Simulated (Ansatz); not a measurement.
# BSi2H (quintet): the correlation ladder, cc-pVDZ

How much of the correlation energy of BSi2H (quintet) does each wave-function method recover here?

The runs use Ansatz 0.2.0, Gaussian basis; cc-pVDZ, core rule «outside noble gas», up to 11 orbitals frozen.

Plan: UHF; CCSD(T) on ROHF; CCSD(T) on UHF; BCCD(T) on ROHF; CISD as a restricted active space (open shells left free, so some higher excitations enter); CCSDT(Q) on ROHF; CCSDT(Q) on UHF.

25 further runs of the same task are left out: 9 that didn't finish, 16 set aside as unsound or not needed. Runs told in other sessions of the task aren't counted.

## Step 1: What is computed

The geometry is a PBE0/def2-TZVP stationary point (not a proven minimum) of the parent state, kept for this charge and spin.

4 atoms, charge 0, spin multiplicity 5.

Atoms are counted from 1 here; the program's logs count them from 0.

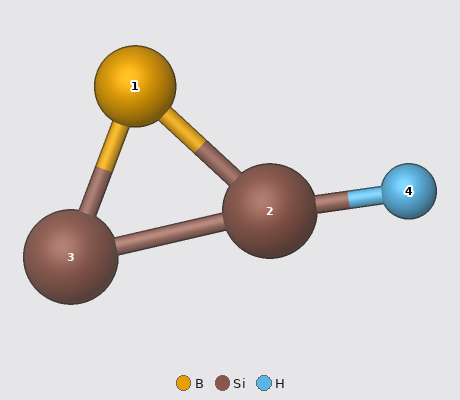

The structure; boron amber, silicon brown, hydrogen blue; atoms are numbered from 1 in the order of the file.

As a file:

```
B     0.0000   -1.3589   -0.0904
Si    0.0000    0.2188    1.0569
Si    0.0000    0.2937   -1.1134
H     0.0000    0.2954    2.5460
```

In the tables R marks a restricted open-shell determinant and U an unrestricted one; energies count from the table's Hartree-Fock row.

## Step 2: UHF

File in.yaml:

```yaml
crystal:
  periodic: [false, false, false]
  atoms:
    - {symbol: B, position_ang: [0.000000, -1.358854, -0.090412]}
    - {symbol: Si, position_ang: [0.000000, 0.218790, 1.056852]}
    - {symbol: Si, position_ang: [0.000000, 0.293674, -1.113422]}
    - {symbol: H, position_ang: [0.000000, 0.295418, 2.546020]}
basis:
  gaussian: {orbitals: cc-pVDZ}
magnetization: {spin_polarized: true, initial_magnetization: 4}
hamiltonian: {xc: hf}
output: {orbitals: {seedname: orbitals}}
```

The run is started by

```bash
$ ansatz run in.yaml --threads 1 --pin off --events-out ev --progress --plain --max-ram 2393MiB
```

Output:

```text
Functional definition: HF
  name "HF"
  cite "Fock, Z. Phys. 61, 126 (1930) doi:10.1007/BF01340294"
  parent pbe
  exchange = exact_x
  correlation = 0
545 factors; integrals over basis functions are off by at most 1.2e-3 eV
mean field evaluation 1: about -16403.8076 eV, gradient 8.1e0 eV
mean field evaluation 2: about -16403.8923 eV, gradient 8.2e0 eV
mean field evaluation 4: about -16405.1227 eV, gradient 1.8e0 eV
mean field evaluation 8: about -16405.2526 eV, gradient 2.6e-1 eV
mean field evaluation 16: about -16405.2632 eV, gradient 5.2e-5 eV
mean field evaluation 32: about -16404.2478 eV, gradient 2.0e0 eV
mean field evaluation 64: about -16405.1061 eV, gradient 5.4e-1 eV
mean field evaluation 96: about -16404.6141 eV, gradient 6.2e-1 eV
mean field evaluation 128: about -16405.2540 eV, gradient 2.5e-1 eV
mean field -16405.26319860 eV, -602.8823026618 hartree, gradient 2.3e-5 eV, S^2 6.068171; 3 other end points of the search recorded, 0 dependent functions left out
reference -16405.26319860 eV, -602.8823026618 hartree; 19, 15 occupied and 36, 40 virtual orbitals, 545 factors
Total energy: -16405.26319860 eV, -602.8823026618 hartree
```

Run time: 1.8 s. Hardware: 1 thread of Arm Neoverse V1, shared host.

From the report: ⟨S²⟩ of the determinant 6.068 (pure quintet: 6.00).

## Step 3: CCSD(T) on ROHF

in.yaml: that of step 2 with these lines changed.

```diff
@@ -9,4 +9,3 @@
   gaussian: {orbitals: cc-pVDZ}
-magnetization: {spin_polarized: true, initial_magnetization: 4}
-hamiltonian: {xc: hf}
-output: {orbitals: {seedname: orbitals}}
+magnetization: {spin_polarized: false, initial_magnetization: 4}
+correlation: {method: ccsd_t, electrons: outside_noble_gas}
```

Launched as before.

Output, cut to the lines that bear on the results:

```text
Functional definition: HF
  name "HF"
  cite "Fock, Z. Phys. 61, 126 (1930) doi:10.1007/BF01340294"
  parent pbe
[...]
545 factors; integrals over basis functions are off by at most 1.2e-3 eV
[...]
mean field -16404.96070997 eV, -602.8711864098 hartree, gradient 6.3e-6 eV, S^2 6.000000; 14 other end points of the search recorded, 0 dependent functions left out
[...]
determinant -16404.96070997 eV, -602.8711864098 hartree, with singles and doubles -16411.75830217 eV, -603.1209933155 hartree
determinant -16403.64064776 eV, -602.8226750180 hartree, with singles and doubles -16410.53477197 eV, -603.0760294100 hartree
determinant -16403.34996846 eV, -602.8119927511 hartree, with singles and doubles -16410.43758180 eV, -603.0724577370 hartree
determinant -16402.92779800 eV, -602.7964782727 hartree, with singles and doubles -16409.91047280 eV, -603.0530868386 hartree
determinant -16402.48286215 eV, -602.7801271818 hartree, with singles and doubles -16409.17673453 eV, -603.0261224544 hartree
determinant -16402.39076819 eV, -602.7767427913 hartree, with singles and doubles -16409.36244156 eV, -603.0329470621 hartree
11 core orbitals not correlated: weight in the atoms' cores, before any rotation towards them, 1.000 or more for the frozen orbitals, at most 0.000 for the correlated occupied ones
reference -16404.96070997 eV, -602.8711864098 hartree; 8, 4 occupied and 36, 40 virtual orbitals, 545 factors
second order -5.61460138 eV of doubles, -0.14471000 eV of singles
cycle   1  -6.79862502 eV  change   -1.0e-3 eV  update   7.1e-3
[...]
cycle  11  -6.81068921 eV  change    8.4e-6 eV  update   6.7e-6
perturbative correction -0.36705862 eV, -0.0134891554 hartree
Total energy: -16412.13845780 eV, -603.1349637770 hartree
```

It took 12 s on 1 thread of Arm Neoverse V1, shared host.

From the report: correlation -7.1777 eV; T1 0.052; largest double amplitude 0.05.

## Step 4: CCSD(T) on UHF

in.yaml: that of step 3 with these lines changed.

```diff
@@ -9,3 +9,3 @@
   gaussian: {orbitals: cc-pVDZ}
-magnetization: {spin_polarized: false, initial_magnetization: 4}
+magnetization: {spin_polarized: true, initial_magnetization: 4}
 correlation: {method: ccsd_t, electrons: outside_noble_gas}
```

Launched as before.

Output, cut to the lines that bear on the results:

```text
Functional definition: HF
  name "HF"
  cite "Fock, Z. Phys. 61, 126 (1930) doi:10.1007/BF01340294"
  parent pbe
[...]
545 factors; integrals over basis functions are off by at most 1.2e-3 eV
[...]
mean field -16405.26319860 eV, -602.8823026618 hartree, gradient 2.5e-6 eV, S^2 6.068172; 14 other end points of the search recorded, 0 dependent functions left out
determinant -16405.26319860 eV, -602.8823026618 hartree, with singles and doubles -16411.77753055 eV, -603.1216999455 hartree
determinant -16404.58459978 eV, -602.8573646152 hartree, with singles and doubles -16411.04710772 eV, -603.0948574013 hartree
determinant -16403.87812115 eV, -602.8314020044 hartree, with singles and doubles -16410.54272497 eV, -603.0763216772 hartree
determinant -16403.77099312 eV, -602.8274651219 hartree, with singles and doubles -16410.46083907 eV, -603.0733124258 hartree
determinant -16403.32546110 eV, -602.8110921221 hartree, with singles and doubles -16409.76158364 eV, -603.0476152629 hartree
determinant -16403.20064546 eV, -602.8065052319 hartree, with singles and doubles -16409.77346458 eV, -603.0480518795 hartree
determinant -16403.19607326 eV, -602.8063372067 hartree, with singles and doubles -16409.91590363 eV, -603.0532864180 hartree
determinant -16403.01777000 eV, -602.7997846827 hartree, with singles and doubles -16409.38811904 eV, -603.0338906919 hartree
11 core orbitals not correlated: weight in the atoms' cores, before any rotation towards them, 1.000 or more for the frozen orbitals, at most 0.000 for the correlated occupied ones
reference -16405.26319860 eV, -602.8823026618 hartree; 8, 4 occupied and 36, 40 virtual orbitals, 545 factors
second order -5.37116330 eV of doubles, -0.00000000 eV of singles
cycle   1  -6.51506213 eV  change   -7.3e-4 eV  update   5.7e-3
[...]
cycle  10  -6.52282824 eV  change   -4.7e-6 eV  update   1.3e-5
perturbative correction -0.35205355 eV, -0.0129377295 hartree
Total energy: -16412.13808039 eV, -603.1349499076 hartree
```

Wall time 11 s (1 thread of Arm Neoverse V1, shared host).

From the report: ⟨S²⟩ of the determinant 6.068 (pure quintet: 6.00); correlation -6.8749 eV; T1 0.044; largest double amplitude 0.06.

## Step 5: BCCD(T) on ROHF

in.yaml: that of step 4 with these lines changed.

```diff
@@ -9,3 +9,3 @@
   gaussian: {orbitals: cc-pVDZ}
-magnetization: {spin_polarized: true, initial_magnetization: 4}
-correlation: {method: ccsd_t, electrons: outside_noble_gas}
+magnetization: {spin_polarized: false, initial_magnetization: 4}
+correlation: {method: bccd_t, electrons: outside_noble_gas}
```

The command is unchanged.

Output, cut to the lines that bear on the results:

```text
Functional definition: HF
  name "HF"
  cite "Fock, Z. Phys. 61, 126 (1930) doi:10.1007/BF01340294"
  parent pbe
[...]
545 factors; integrals over basis functions are off by at most 1.2e-3 eV
[...]
mean field -16404.96070997 eV, -602.8711864098 hartree, gradient 6.3e-6 eV, S^2 6.000000; 14 other end points of the search recorded, 0 dependent functions left out
[...]
determinant -16404.96070997 eV, -602.8711864098 hartree, with singles and doubles -16411.75830217 eV, -603.1209933155 hartree
determinant -16403.64064776 eV, -602.8226750180 hartree, with singles and doubles -16410.53477197 eV, -603.0760294100 hartree
determinant -16403.34996846 eV, -602.8119927511 hartree, with singles and doubles -16410.43758180 eV, -603.0724577370 hartree
determinant -16402.92779800 eV, -602.7964782727 hartree, with singles and doubles -16409.91047280 eV, -603.0530868386 hartree
determinant -16402.48286215 eV, -602.7801271818 hartree, with singles and doubles -16409.17673453 eV, -603.0261224544 hartree
determinant -16402.39076819 eV, -602.7767427913 hartree, with singles and doubles -16409.36244156 eV, -603.0329470621 hartree
11 core orbitals not correlated: weight in the atoms' cores, before any rotation towards them, 1.000 or more for the frozen orbitals, at most 0.000 for the correlated occupied ones
reference -16404.96070997 eV, -602.8711864098 hartree; 8, 4 occupied and 36, 40 virtual orbitals, 545 factors
second order -5.61460138 eV of doubles, -0.14471000 eV of singles
cycle   1  -6.80219250 eV  change   -4.6e-3 eV  update   1.7e-2
[...]
cycle  15  -6.80592995 eV  change    1.0e-5 eV  update   5.4e-6
perturbative correction -0.37603675 eV, -0.0138190957 hartree
Total energy: -16412.14267668 eV, -603.1351188180 hartree
```

Wall time 12 s (1 thread of Arm Neoverse V1, shared host).

From the report: correlation -7.1820 eV; largest double amplitude 0.06.

## Step 6: CISD as a restricted active space (open shells left free, so some higher excitations enter)

in.yaml: that of step 5 with these lines changed.

```diff
@@ -10,2 +10,2 @@
 magnetization: {spin_polarized: false, initial_magnetization: 4}
-correlation: {method: bccd_t, electrons: outside_noble_gas}
+correlation: {active_space: {ras: {orbitals: [4, 4, 36], electrons: 12, max_holes: 2, max_particles: 2}, fixed_orbitals: true}}
```

Same command.

Output:

```text
Functional definition: HF
  name "HF"
  cite "Fock, Z. Phys. 61, 126 (1930) doi:10.1007/BF01340294"
  parent pbe
  exchange = exact_x
  correlation = 0
545 factors; integrals over basis functions are off by at most 1.2e-3 eV
mean field evaluation 1: about -16403.7495 eV, gradient 9.1e0 eV
mean field evaluation 2: about -16403.8242 eV, gradient 9.3e0 eV
mean field evaluation 4: about -16404.8161 eV, gradient 2.1e0 eV
mean field evaluation 8: about -16404.9282 eV, gradient 6.3e-1 eV
mean field evaluation 16: about -16404.9607 eV, gradient 2.2e-4 eV
mean field evaluation 32: about -16404.9554 eV, gradient 4.7e-1 eV
mean field evaluation 64: about -16404.7477 eV, gradient 1.5e0 eV
mean field evaluation 96: about -16404.7508 eV, gradient 1.7e0 eV
mean field -16404.96070997 eV, -602.8711864098 hartree, gradient 6.3e-6 eV, S^2 6.000000; 8 other end points of the search recorded, 0 dependent functions left out
reference -16404.96070997 eV, -602.8711864098 hartree; 19, 15 occupied and 36, 40 virtual orbitals, 545 factors
state -16411.12572715 eV, -603.0977466123 hartree
Total energy: -16411.12572715 eV, -603.0977466123 hartree
```

Wall time 15 s (1 thread of Arm Neoverse V1, shared host).

From the report: 281,123 determinants.

## Step 7: CCSDT(Q) on ROHF

in.yaml: that of step 6 with these lines changed.

```diff
@@ -10,2 +10,2 @@
 magnetization: {spin_polarized: false, initial_magnetization: 4}
-correlation: {active_space: {ras: {orbitals: [4, 4, 36], electrons: 12, max_holes: 2, max_particles: 2}, fixed_orbitals: true}}
+correlation: {method: ccsdt_q, electrons: outside_noble_gas}
```

The command is unchanged.

Output, cut to the lines that bear on the results:

```text
Functional definition: HF
  name "HF"
  cite "Fock, Z. Phys. 61, 126 (1930) doi:10.1007/BF01340294"
  parent pbe
[...]
1050 factors; integrals over basis functions are off by at most 2.1e-7 eV
[...]
mean field -16404.96076342 eV, -602.8711883739 hartree, gradient 5.1e-6 eV, S^2 6.000000; 14 other end points of the search recorded, 0 dependent functions left out
[...]
determinant -16404.96076342 eV, -602.8711883739 hartree, with singles and doubles -16411.75834918 eV, -603.1209950429 hartree
determinant -16403.64069672 eV, -602.8226768174 hartree, with singles and doubles -16410.53482548 eV, -603.0760313762 hartree
determinant -16403.35003058 eV, -602.8119950340 hartree, with singles and doubles -16410.43763531 eV, -603.0724597035 hartree
determinant -16402.92784918 eV, -602.7964801534 hartree, with singles and doubles -16409.91052523 eV, -603.0530887652 hartree
determinant -16402.48292514 eV, -602.7801294967 hartree, with singles and doubles -16409.17680242 eV, -603.0261249493 hartree
determinant -16402.39083619 eV, -602.7767452901 hartree, with singles and doubles -16409.36249986 eV, -603.0329492045 hartree
11 core orbitals not correlated: weight in the atoms' cores, before any rotation towards them, 1.000 or more for the frozen orbitals, at most 0.000 for the correlated occupied ones
reference -16404.96076342 eV, -602.8711883739 hartree; 8, 4 occupied and 36, 40 virtual orbitals, 1050 factors
second order -5.61461742 eV of doubles, -0.14470997 eV of singles
cycle   1  -6.38922761 eV  change   -6.3e-1 eV  update   1.1e-1
[...]
cycle  27  -7.24265837 eV  change    7.9e-7 eV  update   4.8e-7
perturbative correction -0.03445632 eV, -0.0012662462 hartree
Total energy: -16412.23787811 eV, -603.1386174060 hartree
```

Run time: 76 s. Hardware: 1 thread of Arm Neoverse V1, shared host; peak memory 0.67 GiB.

From the report: correlation -7.2771 eV; T1 0.059; largest double amplitude 0.09.

## Step 8: CCSDT(Q) on UHF

in.yaml: that of step 7 with these lines changed.

```diff
@@ -9,3 +9,3 @@
   gaussian: {orbitals: cc-pVDZ}
-magnetization: {spin_polarized: false, initial_magnetization: 4}
+magnetization: {spin_polarized: true, initial_magnetization: 4}
 correlation: {method: ccsdt_q, electrons: outside_noble_gas}
```

Same command.

Output, cut to the lines that bear on the results:

```text
Functional definition: HF
  name "HF"
  cite "Fock, Z. Phys. 61, 126 (1930) doi:10.1007/BF01340294"
  parent pbe
[...]
1050 factors; integrals over basis functions are off by at most 2.1e-7 eV
[...]
mean field -16405.26325269 eV, -602.8823046494 hartree, gradient 3.0e-6 eV, S^2 6.068172; 14 other end points of the search recorded, 0 dependent functions left out
determinant -16405.26325269 eV, -602.8823046494 hartree, with singles and doubles -16411.77757907 eV, -603.1217017283 hartree
determinant -16404.58465913 eV, -602.8573667961 hartree, with singles and doubles -16411.04716386 eV, -603.0948594645 hartree
determinant -16403.87817008 eV, -602.8314038025 hartree, with singles and doubles -16410.54277780 eV, -603.0763236188 hartree
determinant -16403.77105782 eV, -602.8274674997 hartree, with singles and doubles -16410.46089630 eV, -603.0733145291 hartree
determinant -16403.32552838 eV, -602.8110945945 hartree, with singles and doubles -16409.76165022 eV, -603.0476177098 hartree
determinant -16403.20071276 eV, -602.8065077052 hartree, with singles and doubles -16409.77350017 eV, -603.0480531873 hartree
determinant -16403.19612680 eV, -602.8063391744 hartree, with singles and doubles -16409.91595659 eV, -603.0532883641 hartree
determinant -16403.01783574 eV, -602.7997870985 hartree, with singles and doubles -16409.38817728 eV, -603.0338928324 hartree
11 core orbitals not correlated: weight in the atoms' cores, before any rotation towards them, 1.000 or more for the frozen orbitals, at most 0.000 for the correlated occupied ones
reference -16405.26325269 eV, -602.8823046494 hartree; 8, 4 occupied and 36, 40 virtual orbitals, 1050 factors
second order -5.37117670 eV of doubles, -0.00000000 eV of singles
cycle   1  -6.06604026 eV  change   -6.9e-1 eV  update   1.1e-1
[...]
cycle  25  -6.94244836 eV  change    7.3e-8 eV  update   1.3e-6
perturbative correction -0.03449824 eV, -0.0012677870 hartree
Total energy: -16412.24019929 eV, -603.1387027078 hartree
```

Run time: 65 s. Hardware: 1 thread of Arm Neoverse V1, shared host; peak memory 0.54 GiB.

From the report: ⟨S²⟩ of the determinant 6.068 (pure quintet: 6.00); correlation -6.9769 eV; T1 0.049; largest double amplitude 0.09.

## Step 9: All levels against the top one

No level here is safe as a reference; RCCSDT(Q) serves as a yardstick only. Rows without a time are mean-field rows or come out of runs for another level: lower rungs of the coupled-cluster runs, or the Hartree-Fock search.

Differences are taken before rounding.

```csv
method,energy from the lowest ROHF (meV),from RCCSDT(Q) (meV),time
ROHF,0.0,+7277.2,
UHF,-302.5,+6974.7,
RMP2,-5759.3,+1517.9,
UMP2,-5673.7,+1603.5,
CISD,-6165.0,+1112.2,15 s
RCCSD,-6810.7,+466.5,
UCCSD,-6825.3,+451.9,
RCCSD(T),-7177.7,+99.4,12 s
UCCSD(T),-7177.4,+99.8,11 s
BCCD(T),-7182.0,+95.2,12 s
RCCSDT,-7242.7,+34.5,
UCCSDT,-7245.0,+32.2,
RCCSDT(Q),-7277.2,0,76 s
UCCSDT(Q),-7279.5,-2.3,65 s
```

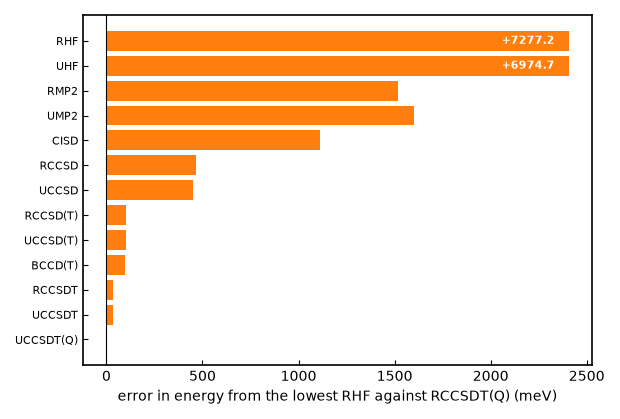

How far each level lands from RCCSDT(Q). Bars with a number in them are cut short.

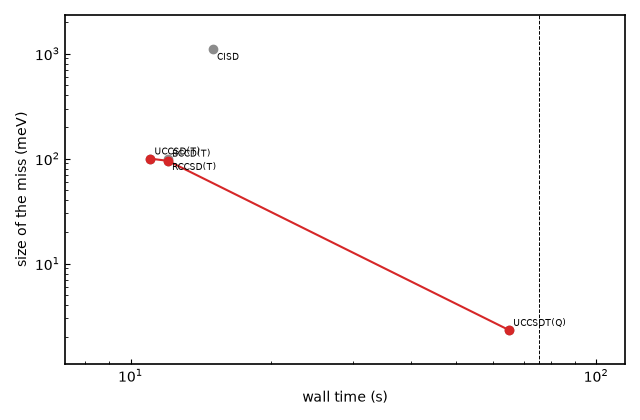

Miss against cost. Red marks the levels that no quicker level drawn beats (of those quicker than the yardstick), and the dashed line is the time of RCCSDT(Q). Times are from a shared host.

## Step 10: What came out

```
                     quantity        value
RCCSDT(Q) from the ROHF energy   -7.2772 eV
          RMP2 from RCCSDT(Q)  +1517.9 meV
          UMP2 from RCCSDT(Q)  +1603.5 meV
         RCCSD from RCCSDT(Q)   +466.5 meV
      RCCSD(T) from RCCSDT(Q)    +99.4 meV
      UCCSD(T) from RCCSDT(Q)    +99.8 meV
     UCCSDT(Q) from RCCSDT(Q)     -2.3 meV
                T1 diagnostic        0.052
```

**Reading.** RCCSD(T) misses by +99.4 meV, 1.4 % of the correlation energy. Warnings: large T1 diagnostic.

With open shells the CI space here admits some higher excitations, so it is larger than plain CISD.
